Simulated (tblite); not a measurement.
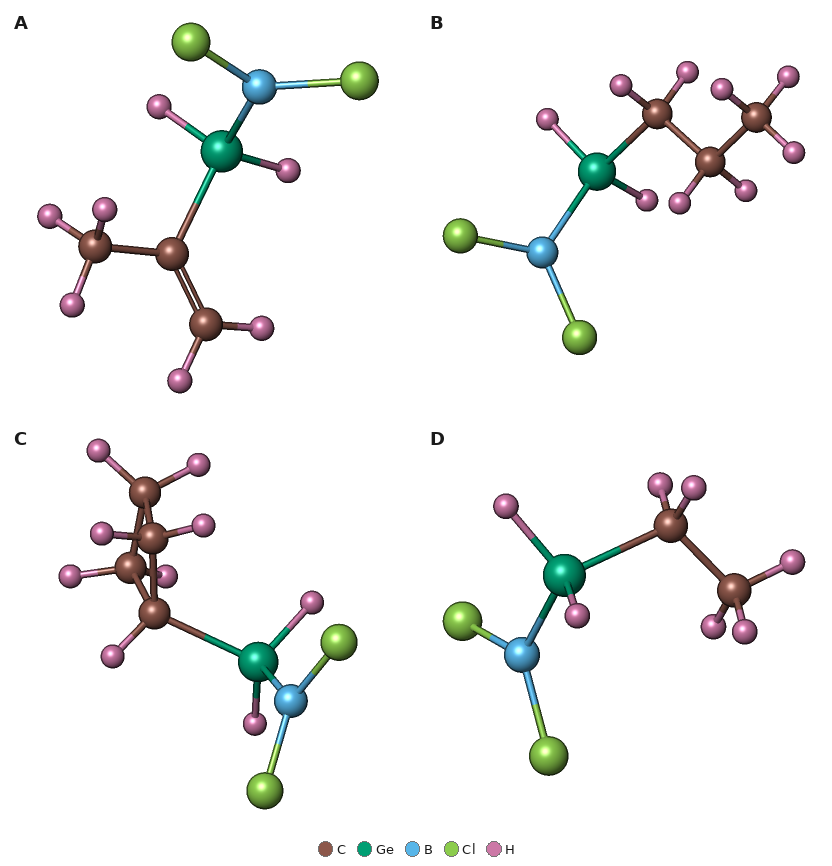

The picture comes from a calculation with tblite.

```xyz
16
charge 0, multiplicity 1
C    -2.2171   -0.9766   -0.4290
C    -0.8977   -0.5494    0.2022
C    -0.3569    0.7290   -0.4282
Ge    1.3626    1.2976    0.3956
B     2.7465   -0.1824    0.2947
Cl    3.7061   -0.3885   -1.1035
Cl    2.9166   -1.3038    1.5717
H    -2.5864   -1.8891    0.0336
H    -2.9684   -0.1996   -0.3047
H    -2.0882   -1.1590   -1.4939
H    -0.1653   -1.3539    0.0857
H    -1.0425   -0.3912    1.2741
H    -0.1979    0.5747   -1.4972
H    -1.0910    1.5290   -0.3267
H     1.0731    1.7130    1.8090
H     1.7989    2.5592   -0.2925
```

**Which picture belongs to the input above?**

B. The file holds C3H9BCl2Ge, `CC[CH2][GeH2][B](Cl)Cl`.
